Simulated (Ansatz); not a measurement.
Al2Cu: Cu on a Al site (antisite), symmetric start

The parent structure is a 24-atom supercell of Al2Cu (space group I4/mcm, No. 140; a = 6.002 Å, c = 4.815 Å) at its relaxed geometry.

It is then changed as follows: a neutral Cu on a Al site (antisite), symmetric start, atoms relaxed at fixed cell.

The values are results of plane-wave PAW DFT at the PBEsol level (Ansatz, an electronic-structure program, 420 eV), without spin-orbit coupling, not measurements. Γ-centred 6×6×6 mesh, Fermi–Dirac width 0.05 eV.

```csv
quantity,base,changed,shift
pressure,0.0 GPa,-1.4 GPa,-1.4 GPa
energy gained by relaxation,–,0.07 eV,–
largest displacement of a host atom from its site in the perfect cell,–,0.12 Å,–
mean distance from the defect site to its nearest host atoms,2.56 Å,2.59 Å,+0.03 Å
```

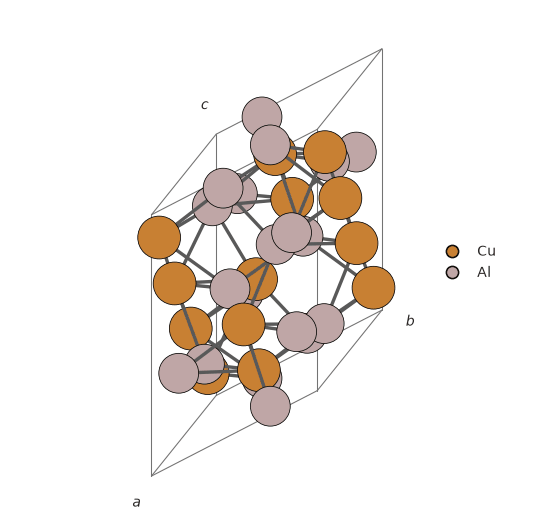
Figure. The relaxed cell after the change

Cost of the whole job for the changed cell (relaxation, final SCF and bands): very roughly 17 core-minutes.

The cell is small, so the values are those of an ordered compound at a high defect concentration; dilute-limit values will differ. The defect started on the symmetric site and kept its symmetry, so it may sit on a saddle. The final runs are not spin-polarised. The defect cell is not spin-polarised.
